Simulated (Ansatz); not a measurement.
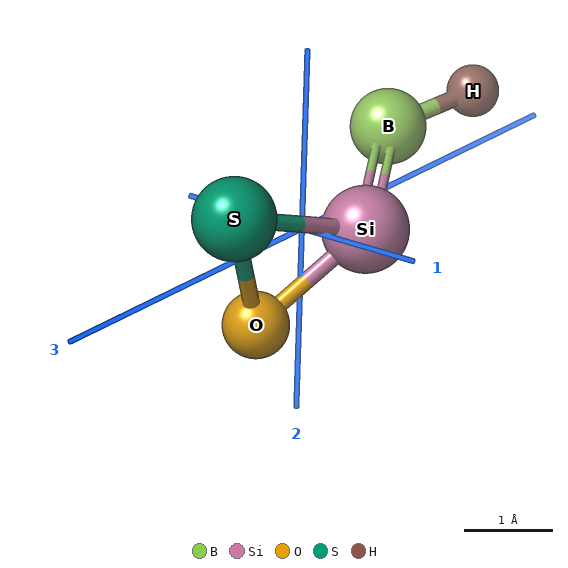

The three principal axes of inertia are drawn and numbered. Atoms fade into the background with distance from the viewer. The computed structure is the end point of a PBE0-D4/def2-TZVP optimisation. No frequency run is at hand to confirm it as a minimum. Masses are those of the most abundant isotopes; constants are for the rigid equilibrium geometry.

### Which line is the a axis (least moment of inertia), which b and which c?

a is line 3, b is line 2, c is line 1; the moments are 38.0, 147, 168 u Å².

### What kind of rotor is it, and what are its rotational constants in MHz?

An asymmetric top (C1): A = 13312, B = 3447, C = 3012 MHz. Ray's parameter κ is −0.92, close to the prolate limit.
